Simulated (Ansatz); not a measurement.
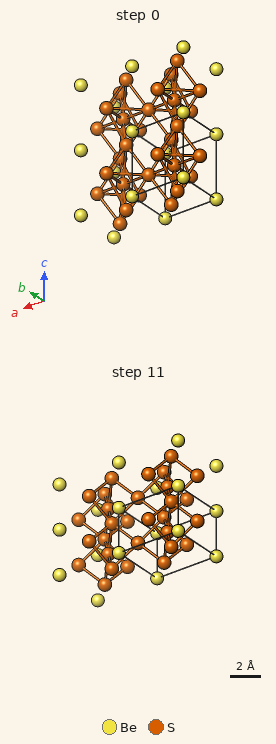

The structure of solid BeS$_{5}$ (a generated structure, set up in P6/mmm) (coarse preliminary run) before (top) and after (bottom) a relaxation, at one scale.

A ball-and-stick model of the cell of the calculation, repeated 2 × 1 × 2 with one cell outlined, seen from a free direction.

Theory: Ansatz 0.2.0, DFT PBE, scalar-relativistic, plane waves, PAW.

Input file:
```yaml
crystal:
  lattice:
    - [5.72140801, 0.0, 0.0]
    - [-2.86070401, 4.95488469, 0.0]
    - [0.0, 0.0, 4.56757793]
  atoms:
    - { symbol: Be, position: [0.0, 0.0, 0.0] }
    - { symbol: S, position: [0.0, 0.5, 0.5] }
    - { symbol: S, position: [0.33333333, 0.66666667, 0.0] }
    - { symbol: S, position: [0.66666667, 0.33333333, 0.0] }
    - { symbol: S, position: [0.5, 0.0, 0.5] }
    - { symbol: S, position: [0.5, 0.5, 0.5] }
basis:
  ecutwfc: 420
kpoints:
  mp_grid: { grid: [6, 6, 4] }
hamiltonian:
  xc: pbe
scf:
  occupations: { method: gaussian, width: 0.1 }
  lower_state_search: "off"
output:
  forces: true
  stress: true
  eigenvalues: true
relax:
  adjacent_minimum: "off"
  f_tol: 0.04
  max_steps: 70
  cell: { stress_tol: 0.4 }
```

Launched with:
```bash
ansatz run input.yaml --threads 1 --pin off --max-ram 2560MiB --backend cpu --events-out ev --progress --plain --runs-dir out
```

Q: Summarise the run.

A: No atom moves by more than 0.005 Å relative to the cell. Cell: a = b 5.721 → 6.623 Å (+15.8 %), c 4.568 → 3.174 Å (−30.5 %). Volume −6.9 %. Among the contacts that change: S2–S5 2.861 → 3.312 Å, S2–S3 2.818 → 2.485 Å. The space group stays P6/mmm (No. 191). The energy falls by 302 meV per atom in 10 accepted moves (11 points after the start). All forces vanish by symmetry, so only the cell relaxes. Pressure: −8.13 GPa at the start and 0.15 GPa at the end. At 1 point the geometry stayed and the basis and grid were re-selected for the new cell (energy shift of 2.1 meV per atom at most each time). Cost: 43 s on 1 thread of Intel(R) Xeon(R) Platinum 8259CL CPU @ 2.50GHz (Skylake/Cascade Lake), with other jobs on the host, peak memory 0.44 GiB.
